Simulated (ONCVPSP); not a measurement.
* Element: Bi
* Generator: ONCVPSP 4.0.1
* Type: optimised norm-conserving Vanderbilt (ONCV)
* Functional: PBE
* Relativity: scalar-relativistic
* Frozen core: [Xe] 4f14 5d10
* Valence charge: 5
* Reference configuration: 6s2 6p3
* Partial waves: 6s: rc 2.00 bohr, ncon 3, nbas 6, qcut 3.3 1/bohr, local; 6p: rc 2.20 bohr, ncon 5, nbas 8, qcut 3.7 1/bohr, 2 projectors, debl 2.8 Ha
* Local potential: the s channel
* Core correction: Teter function, fcfact 3, rcfact 1.25

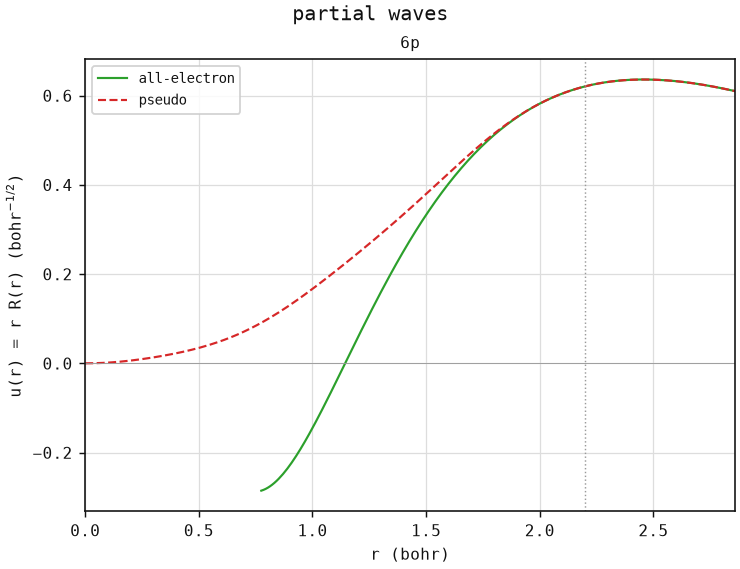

All-electron valence functions (solid) with their pseudo partners (dashed). Dotted lines mark the matching radii. The all-electron curves start outside the innermost oscillations, which aren't drawn.

Pseudo-waves: 6p has no node.

- Cutoffs needed: 12 Ha and 32 Ha (the cutoffs at which the residual kinetic energy of the hardest occupied pseudo-wave falls to 1 and 0.1 mHa per electron)
- Ghost test: no bound ghost flagged; no localised positive-energy state flagged (flags above 300 eV left out)
- Largest excitation error: -76 meV (all-electron minus pseudo) for 6s2 6p0, out of 4 test configurations
- rms error of d²Exc/dni dnj: 8.72 mHa without and 3.37 mHa with the model core
